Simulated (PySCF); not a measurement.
## C₆H₁₀OSSi: single-point calculation

The run: single-point calculation of C₆H₁₀OSSi. Method and program: B3LYP/def2-SVP single-point energy, gas phase (PySCF 2.14.0).

The geometry comes from this level: GFN2-xTB.

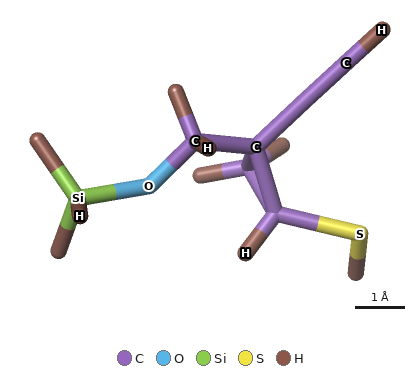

Figure 1. The structure as given in the input (stick view, seen at a tilt).

**Results in brief**

```csv
quantity,value
outcome,converged
total energy,−997.064665 hartree
HOMO,−6.23 eV
LUMO,0.23 eV
dipole moment,1.60 D
hardware,"1 CPU thread, shared host"
wall time,12 s
peak memory,0.68 GiB
```

**The input**
```
{"job": {"xc": "B3LYP", "basis": "def2-SVP", "kind": "sp"}, "charge": 0, "multiplicity": 1}
C     -2.275058    -2.082686     1.529725
C     -1.555137    -1.276749     1.013702
C     -0.706833    -0.300387     0.400599
C      0.690756    -0.822060     0.092941
O      1.455637     0.164307    -0.523878
Si     2.987134     0.091839    -1.051615
C     -1.332895     0.703390    -0.533548
C     -0.841698     1.145062     0.809192
S     -2.024358     1.581151     2.095687
H     -2.906335    -2.785400     1.984547
H      1.170110    -1.144147     1.027807
H      0.608423    -1.701582    -0.560644
H      3.097145     1.446325    -1.566666
H      3.909857    -0.203683     0.047301
H      3.139019    -0.946278    -2.074930
H     -2.400265     0.638879    -0.685283
H     -0.762908     1.005080    -1.399315
H      0.070756     1.723494     0.861829
H     -2.333155     2.772696     1.581142
```

The first line tells a small driver script what to run in PySCF; the rest is the geometry in Å.

Run as:
```bash
OMP_NUM_THREADS=1 python <driver script> task.json out
```

**What the program printed**
```
coarse grid: 17056 points
cycle   1  E = -996.8129883543  dE =  1.264e+00  |g| = 7.363e-01  |ddm| = 4.896e+00
cycle   2  E = -996.6502110238  dE =  1.628e-01  |g| = 1.183e+00  |ddm| = 2.228e+00
cycle   3  E = -996.9212167315  dE = -2.710e-01  |g| = 1.400e-01  |ddm| = 1.506e+00
cycle   4  E = -996.9254001912  dE = -4.183e-03  |g| = 4.012e-02  |ddm| = 2.498e-01
cycle   5  E = -996.9257582496  dE = -3.581e-04  |g| = 1.878e-02  |ddm| = 7.248e-02
cycle   6  E = -996.9258271421  dE = -6.889e-05  |g| = 8.486e-03  |ddm| = 2.438e-02
cycle   7  E = -996.9258452266  dE = -1.808e-05  |g| = 1.660e-03  |ddm| = 9.491e-03
cycle   8  E = -996.9258459139  dE = -6.872e-07  |g| = 3.753e-04  |ddm| = 2.546e-03
final grid: 155848 points
cycle   9  E = -997.0646583325  dE = -4.008e-05  |g| = 4.955e-03  |ddm| = 4.279e-02
cycle  10  E = -997.0646522961  dE =  6.036e-06  |g| = 7.078e-03  |ddm| = 1.449e-02
cycle  11  E = -997.0646641085  dE = -1.181e-05  |g| = 1.522e-03  |ddm| = 9.329e-03
cycle  12  E = -997.0646646631  dE = -5.545e-07  |g| = 3.831e-04  |ddm| = 1.699e-03
cycle  13  E = -997.0646646973  dE = -3.420e-08  |g| = 1.158e-04  |ddm| = 4.948e-04
cycle  14  E = -997.0646647002  dE = -2.916e-09  |g| = 3.717e-05  |ddm| = 1.681e-04
cycle  15  E = -997.0646647005  dE = -3.240e-10  |g| = 7.864e-06  |ddm| = 5.490e-05
```

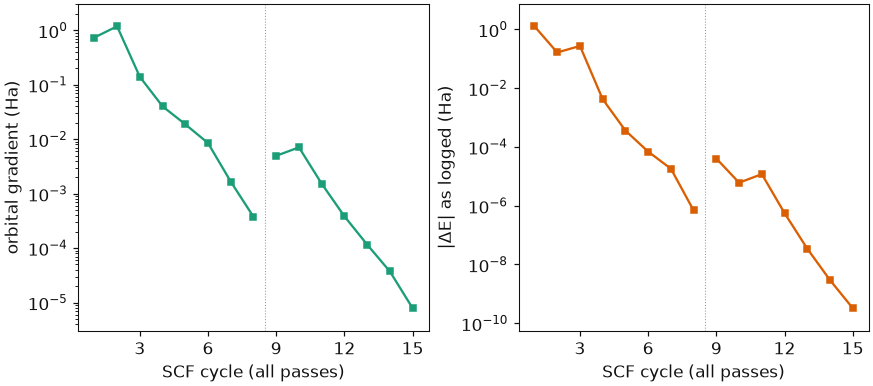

Figure 2. Convergence of the self-consistent field: orbital gradient and size of the energy change against the SCF cycle. The dotted line marks the change from a coarse to the final integration grid. The first 8 cycles use a coarse grid, the final grid takes over at cycle 9, and the field converges after 15 cycles in all.

```
converged SCF energy = -997.0646647005
```
